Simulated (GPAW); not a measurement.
Consider Ti on a Zr site in ZrB.

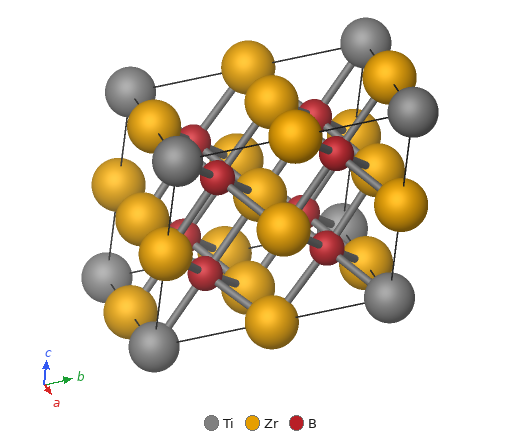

The structure (titanium grey, zirconium orange, boron red). Bonds to atoms that aren't drawn are left out. Some periodic images of atoms are drawn too.

```xyz
16
Lattice="0.0000 4.6500 4.6500 4.6500 0.0000 4.6500 4.6500 4.6500 0.0000" Properties=species:S:1:pos:R:3 pbc="T T T"
Ti    0.0047    4.6511    4.6522
Zr    2.3289    6.9769    4.6485
Zr    2.3319    4.6481    6.9755
Zr    0.0071    2.3229    2.3260
Zr    4.6571    6.9734    6.9770
Zr    2.3334    4.6482    2.3248
Zr    2.3292    2.3267    4.6485
Zr    4.6556    4.6525    4.6542
B     2.3312    2.3220    2.3227
B     4.6589    4.6467    2.2553
B     4.6527    2.2569    4.6506
B     2.2521    4.6527    4.6508
B     7.0540    4.6525    4.6495
B     4.6526    7.0502    4.6534
B     4.6557    4.6488    7.0560
B     6.9795    6.9735    6.9728
```

Absorber: atom 1, with 5 B at 2.25 Å and 1 B at 2.26 Å (octahedral; the defect atom itself). Method: GPAW, PBE, excited-electron core hole (neutral cell), 16-atom cell with 6.6 Å between holes, 4×4×4 k points, dipole transitions, Gaussian full width 0.94 eV up to 4 eV, rising linearly to 3.5 eV at 25 eV.

Q: What does the Ti K edge look like?

Main maxima up to 27 eV above the zero (height): 2.0 eV (0.47), 8.3 eV (1.06) and 15.6 eV (1.88). A K edge sees empty p states. The weak features of the first eV are p character mixed into the empty d bands; the main 4p edge lies above them. The total-energy difference is 4982.03 eV. One term is added: -22.82 eV, since the hole is spin-paired here and a spin-polarised one costs that much less in the free atom (computed apart). The photon energy is then 4959.21 eV. The tabulated edge of the element is 4966 eV. The functional leaves an error of a few eV in such absolute values.

The Ti K spectrum (energy from the lowest empty level; intensity scaled to a mean of 1 over the first 20 eV):

| E (eV) | intensity |
| --- | --- |
| -2.0 | 0.00 |
| -0.5 | 0.08 |
| 1.0 | 0.33 |
| 2.5 | 0.31 |
| 4.0 | 0.35 |
| 5.5 | 0.51 |
| 7.0 | 0.65 |
| 8.5 | 1.04 |
| 10.0 | 0.70 |
| 11.5 | 0.95 |
| 13.0 | 1.13 |
| 14.5 | 1.67 |
| 16.0 | 1.87 |
| 17.5 | 1.83 |
| 19.0 | 1.68 |
| 20.5 | 1.57 |
| 22.0 | 1.53 |
| 23.5 | 1.40 |
| 25.0 | 1.40 |
| 26.5 | 1.49 |

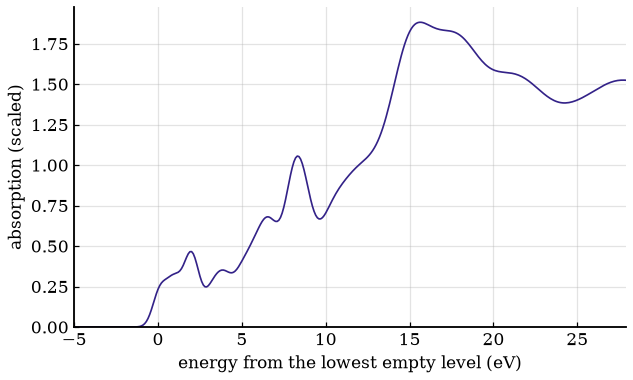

The Ti K edge.

Quadrupole 1s→3d transitions, which feed the pre-edge, are not in the dipole spectrum. In so small a cell the defects form an ordered array, and no site is far from one. The mesh is coarse (0.29 Å⁻¹ between points), so small maxima may be mesh ripples.

[Banner, clock and machine lines of the logs are left out without a mark of their own.]

[Logs are printed without paths, hosts, clocks, repeated set-up lines and the standing remarks that a program may print on its own settings, such as how far it seeks lower states.]

[Hosts, paths, dates, database ids (printed as entryN), source tags and the programs' standing remarks are cut or masked in the printed files.]

[Lists of maxima count a maximum above −3 eV only where it reaches 4 % of the highest in the window and stands out from its surroundings by 2 % of it (1.5 % where it reaches 55 %); shoulders and weaker maxima are passed over, and of the rest the first, up to two pre-edge ones and the few strongest are named.]
